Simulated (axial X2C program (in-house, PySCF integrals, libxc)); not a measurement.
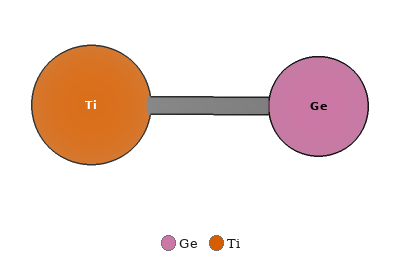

**Figure 1.** The molecule at the reference distance of 2.475 Å.

## Relativistic diatomic calculation, with input and output: GeTi

- system: GeTi, single determinant with Ω = 1 (not the lowest found). The distance is the PBE0 minimum at charge 0.
- method: expectation values, HF and Kohn-Sham, two-component X2C with atomic mean-field Coulomb and Gaunt terms, Ge dyall-cv3z, Ti dyall-cv3z (cores contracted) (axial X2C program (in-house, PySCF integrals, libxc))

### Summary

```
   quantity                                                                  value
    outcome                           converged; the determinant mixes spin states
   hardware  1 thread of Arm Neoverse V2, 112 GiB of memory available, shared host
  wall time                                                                  5.7 s
peak memory                                                               0.49 GiB
```

### Input
```
{"zs": [32, 22], "q": 0, "bas": ["dyall-cv3z", "dyall-cv3z"], "r0": 2.57, "levels": ["PBE0", "HF", "LDA", "PBE50", "PBE"], "nst": 3}
```

The line is the task of a batch: nuclear charges, charge, bases, the levels to run, a first guess of the distance and further settings. This report covers the levels named above. The log is that of the reference distance, started from orbitals converged before.

Launched within a batch (the task file carries these settings):
```bash
python <driver script> task.json out
```

### Log
```
two-component X2C + atomic mean field  PBE0
basis functions 224  fitting functions 1268  grid points 5803
iter        total energy     max residual
   1      -2951.254876953     6.16e-05
   2      -2951.254877022     1.17e-04
   3      -2951.254877094     3.02e-05
   4      -2951.254877121     1.94e-05
   5      -2951.254877137     6.42e-06
   6      -2951.254877146     4.43e-06
   7      -2951.254877149     3.17e-06
   8      -2951.254877150     2.17e-06
converged
one-electron -4391.98493257  Coulomb 1413.24484458  exact exchange -29.95747635  xc functional -92.16524683  nuclear repulsion 150.52151777  atomic mean-field constant -0.91358376
```

### Expectation values by level of theory

```tsv
quantity	PBE0	HF	LDA	PBE50	PBE
effective field for an electron dipole moment (GV/cm)	1.20	2.83	0.334	1.78	0.564
field gradient at the first nucleus (a.u.)	−0.797	−0.463	−1.25	−0.524	−1.12
field gradient at the second nucleus (a.u.)	0.0669	−0.312	−0.0543	0.0212	−0.0127
A∥/gI, first nucleus (MHz)	241	238	−36.8	258	74.4
A∥/gI, second nucleus (MHz)	591	506	422	620	485
```

Each column comes from one determinant with 2 or more unpaired spinors, which can mix states, in a basis with contracted cores. Its net spin projection is 0.00, less than that of parallel spins, so it mixes states of different spin, and the effective field and the spin part of A∥ belong to no true state. The levels disagree widely: the effective field runs from 0.334 to 2.83 GV/cm, A∥/gI at the first nucleus runs from −36.8 to 258 MHz, the field gradient at the first nucleus runs from −1.25 to −0.463 a.u. and the field gradient at the second nucleus runs from −0.312 to 0.0669 a.u. They may not all have settled in the same state, and these values aren't reliable properties of the molecule.

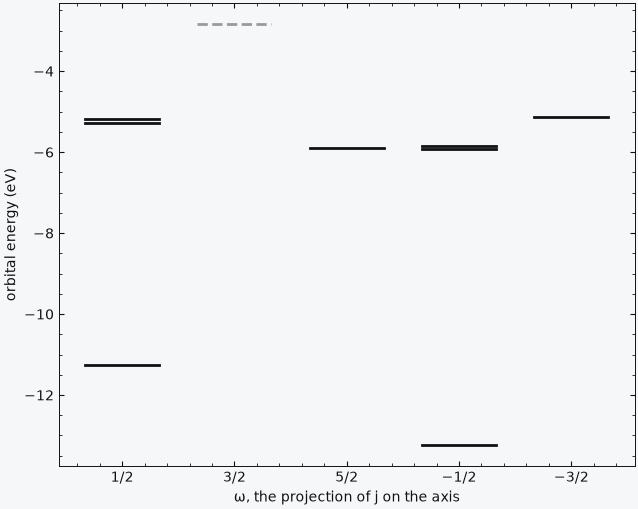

**Figure 2.** Orbital energies (PBE0) near the frontier at 2.48 Å, filled (solid) and empty (dashed). The highest filled spinor (−3/2; 60 % Ge p, 25 % Ti d) lies at −5.14 eV, the lowest empty one (3/2; 78 % Ti d, 19 % Ge p) at −2.84 eV.
